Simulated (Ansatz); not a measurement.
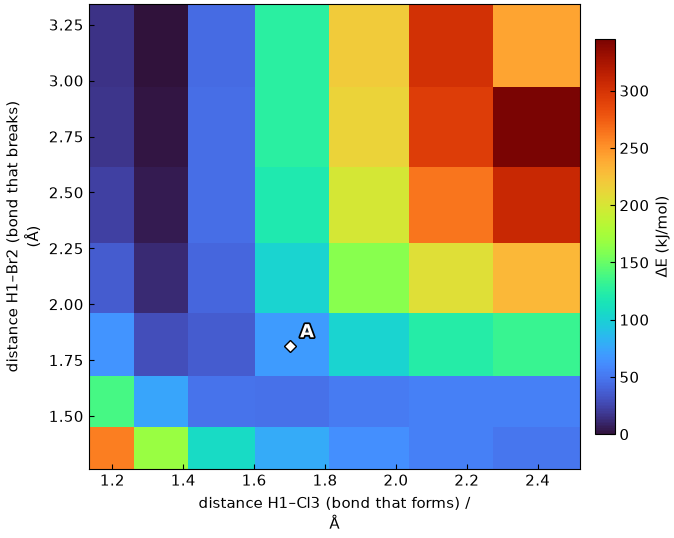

The reacting system BrClH (fragments BrH + Cl where the first distance is long, ClH + Br where the second is long), spin multiplicity 2. Coordinates scanned: (1) distance H1–Cl3 (bond that forms); (2) distance H1–Br2 (bond that breaks). Relaxed at each point: all other coordinates. The scan uses a 7 × 7 grid. Points are written as (first, second). All energies are given in kJ/mol relative to the lowest grid point. Energies and slopes of some neighbouring points disagree (a jump in structure or state, or too coarse a mesh). These are results of UKS B3LYP-D4/def2-SVP (Ansatz 0.2.0), not measurements.

In the figure: one coloured cell a grid point, the point A.

Question: Is A at rest? If not, where is it pushed?

Answer: A, at (1.702 Å, 1.815 Å), is not a stationary point. The computed force is 173 kJ/mol for each Å towards smaller values of the first coordinate and 122 kJ/mol for each Å towards smaller values of the second coordinate.
